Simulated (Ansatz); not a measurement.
A periodic structure is given below.

```cif
data_structure
_symmetry_space_group_name_H-M 'P 1'
_symmetry_Int_Tables_number 1
_cell_length_a 5.6034
_cell_length_b 5.6034
_cell_length_c 5.6034
_cell_angle_alpha 90.000
_cell_angle_beta 90.000
_cell_angle_gamma 90.000
_cell_volume 175.93
loop_
_atom_site_label
_atom_site_type_symbol
_atom_site_fract_x
_atom_site_fract_y
_atom_site_fract_z
_atom_site_occupancy
Ga1 Ga 0.00000 0.00000 0.00000 1
As1 As 0.25000 0.25000 0.25000 1
Ga2 Ga 0.00000 0.50000 0.50000 1
As2 As 0.25000 0.75000 0.75000 1
Ga3 Ga 0.50000 0.00000 0.50000 1
As3 As 0.75000 0.25000 0.75000 1
Ga4 Ga 0.50000 0.50000 0.00000 1
As4 As 0.75000 0.75000 0.25000 1
```

### Describe what this structure looks like.

It has the composition GaAs. It belongs to space group F-43m (No. 216) and has a face-centred cubic lattice. The prototype is zinc blende (sphalerite type). The cell has 8 atoms, namely 4 Ga, 4 As. Each Ga is bonded to four As in a tetrahedral arrangement at 2.43 Å. Each As atom has four Ga in a tetrahedral arrangement at 2.43 Å around it. The bonds build a three-dimensional framework.

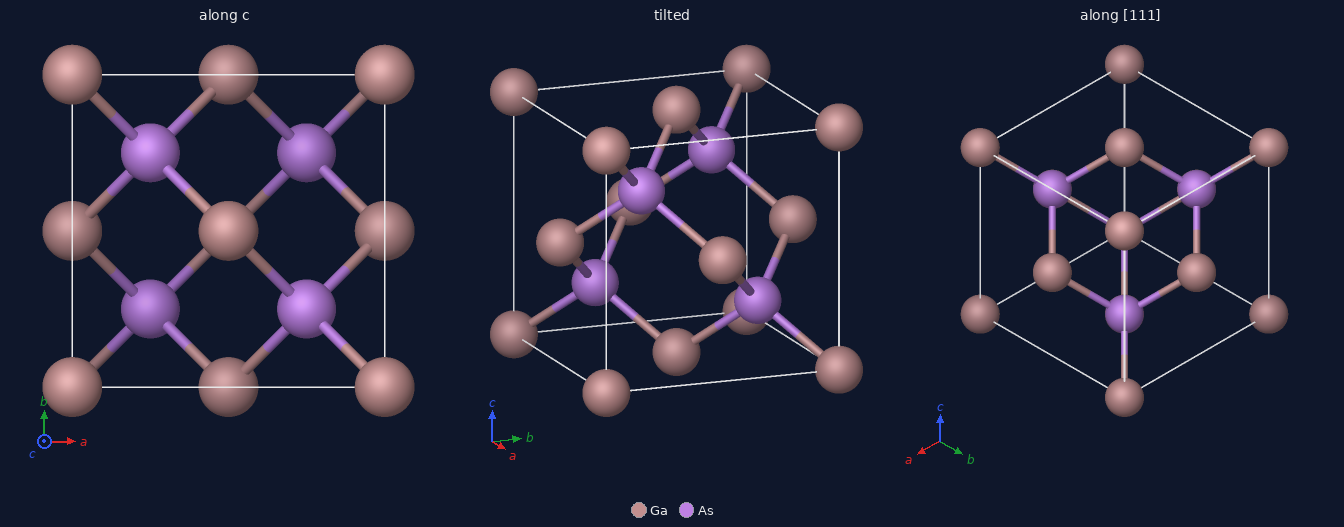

The crystal in a ball-and-stick representation, seen along the c axis, slightly off an axis and along [111]. The conventional unit cell is drawn as a box. Colours: gallium pink, arsenic purple.

The structure comes from a structure listed in the Materials Project. Earlier steps of the study may have refined or changed the cell and positions. It was run through Ansatz as a DFT input.
